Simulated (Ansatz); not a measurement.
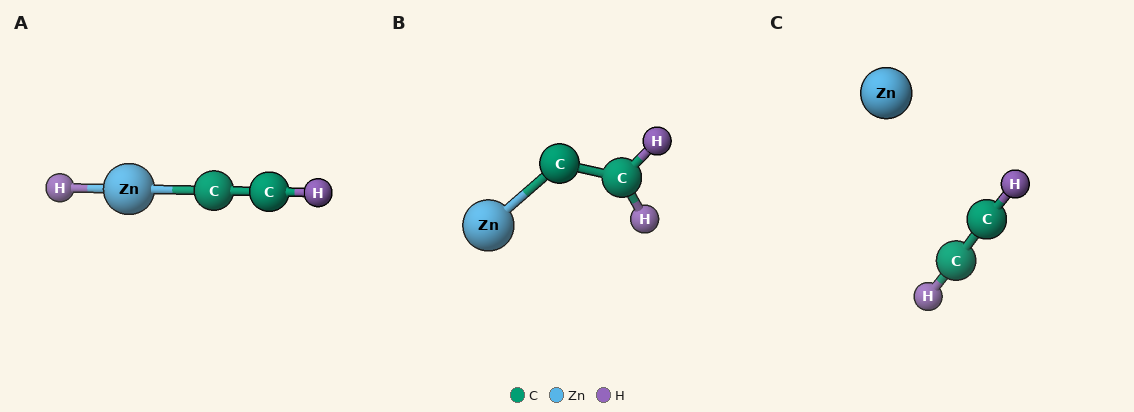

3 stationary structures of one formula. Geometries: PBE-D4/def2-SVP. Electronic energies: PBE-D4/def2-SVP (Ansatz 0.2.0), without zero-point energy. No frequency run is at hand to confirm each as a minimum.

> Rank them by energy, lowest first.

A is lowest (C∞v); C lies 7.6 kcal/mol above it (Cs), B lies 30.2 kcal/mol above it (Cs).
